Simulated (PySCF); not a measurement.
Propane, SMILES CCC (C3H8), singlet at its B3LYP/def2-SVP optimised geometry (Å):

```
11

C      0.2779     0.3798     0.0000
C     -0.2776    -0.3747     1.2093
C      0.1638     0.2171     2.5491
H     -0.0542    -0.0714    -0.9490
H     -0.0500     1.4333     0.0000
H      1.3812     0.3798     0.0000
H      0.0341    -1.4333     1.1556
H     -1.3812    -0.3853     1.1592
H     -0.2498    -0.3484     3.3999
H      1.2627     0.2097     2.6477
H     -0.1678     1.2643     2.6532
```

Level of theory: B3LYP/def2-TZVP (PySCF). Cells within 0.4 Å of a nucleus heavier than hydrogen are left out (blank, or x).

Map of the log10 of the electron density (e/bohr³), floored at −4 on the plane z = 0.0 Å:

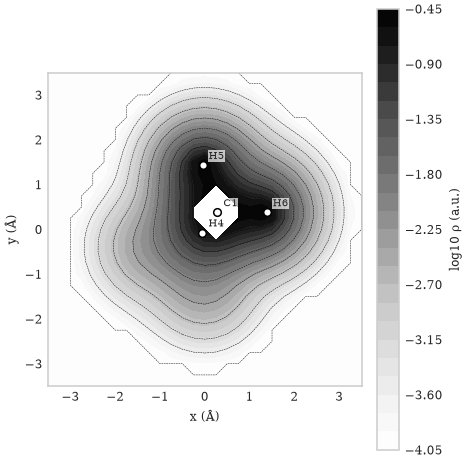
Log10 of the electron density (e/bohr³), floored at −4 on the plane z = 0.0 Å.
